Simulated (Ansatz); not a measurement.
## Electronic structure of FH6NOSi2 (SMILES N[SiH2][SiH](O)F) in real space

The calculation's input:

```
crystal:
  periodic: [false, false, false]
  atoms:
    - { symbol: "N", position_ang: [-1.5612, -0.0189, -1.0744] }
    - { symbol: Si, position_ang: [0.0942, -0.0824, -1.071] }
    - { symbol: Si, position_ang: [1.03876, -0.51079, -3.16708] }
    - { symbol: O, position_ang: [0.34845, 0.33015, -4.36065] }
    - { symbol: F, position_ang: [0.90908, -2.05112, -3.55617] }
    - { symbol: H, position_ang: [-2.0012, -0.7518, -0.5843] }
    - { symbol: H, position_ang: [-1.908, -0.0661, -2.042] }
    - { symbol: H, position_ang: [0.51548, 1.24194, -0.57978] }
    - { symbol: H, position_ang: [0.51056, -1.09884, -0.09632] }
    - { symbol: H, position_ang: [2.51351, -0.1516, -3.21188] }
    - { symbol: H, position_ang: [-0.46806, -0.13961, -4.79513] }
basis:
  gaussian: { orbitals: def2-SVP }
hamiltonian:
  xc: cam_b3lyp
  dispersion: d4
relax:
  f_tol: 0.015
  max_steps: 40
output:
  orbitals: {}
```

Launched as:

```sh
ansatz run input.yaml --threads 2 --pin off --max-ram 3072MiB --backend cpu --events-out ev --progress --plain --runs-dir out
```

The fields are those of the relaxed geometry.

Computed with RKS CAM-B3LYP-D4/def2-SVP (Ansatz 0.2.0).

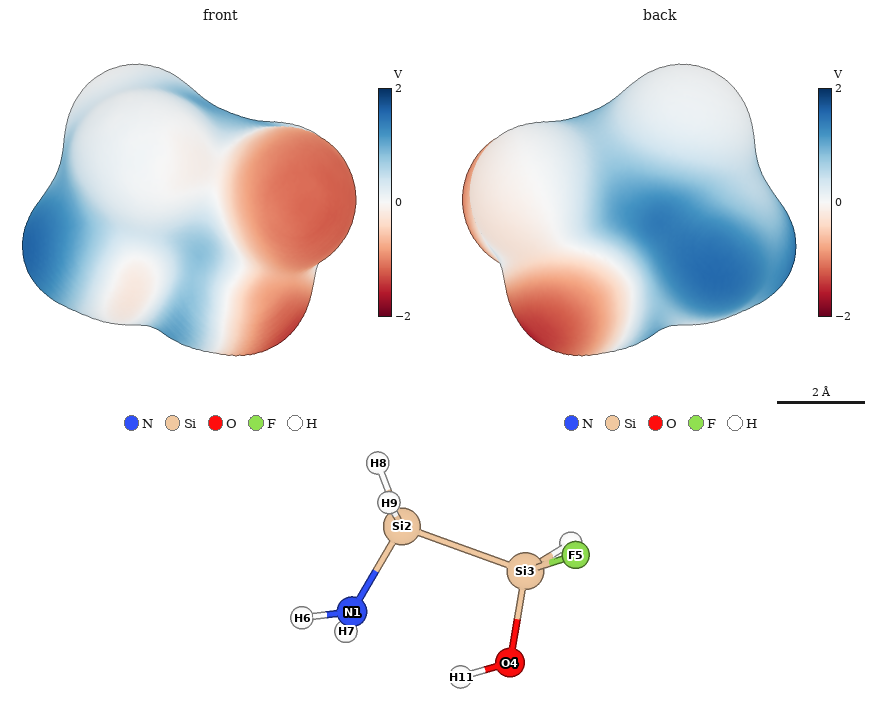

Figure 1. The molecular electrostatic potential painted on the density surface at 0.001 e/bohr³, seen from the front and from behind; red is negative and blue positive. The bare structure is drawn below in the same view.

Question: Which sites attract a positive test charge, and which a negative one?

Answer: A positive charge is drawn to the negative regions and a negative charge to the positive ones. The most negative region (about −1.4 V) lies over O4, the most positive (about +1.5 V) over H6 and H7. O4 is the likeliest acceptor of a hydrogen bond.

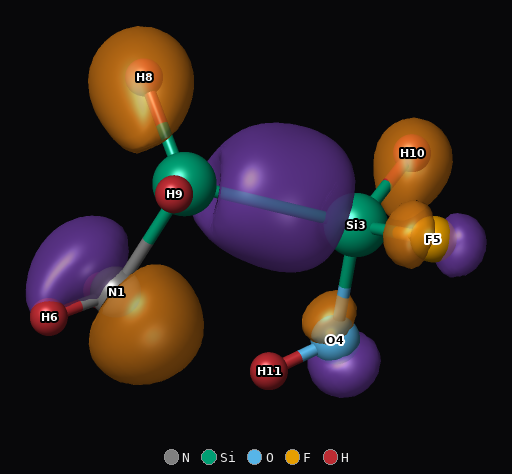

Figure 2. The HOMO at ±0.15 Å⁻³ᐟ² (orange and purple are the two phases), seen at a tilt.

Question: Describe this orbital and give its energy.

Answer: Its weight (Hirshfeld) is mainly on N1 (about 25 %), Si2 (about 25 %), Si3 (about 20 %) and H8 (about 10 %). Its energy is −8.85 eV.

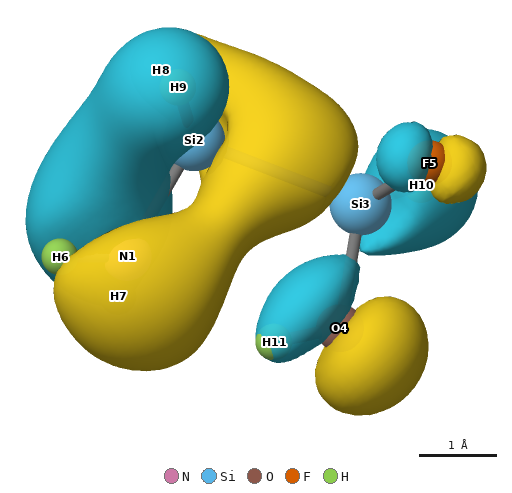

Figure 3. The HOMO−1 at ±0.08 Å⁻³ᐟ² (yellow and cyan are the two phases), seen across its widest extent.

Question: Describe this orbital and give its energy.

Answer: It lies mainly on N1 (about 40 %), Si2 (about 20 %), O4 (about 15 %) and Si3 (about 10 %). Its energy is −9.74 eV.
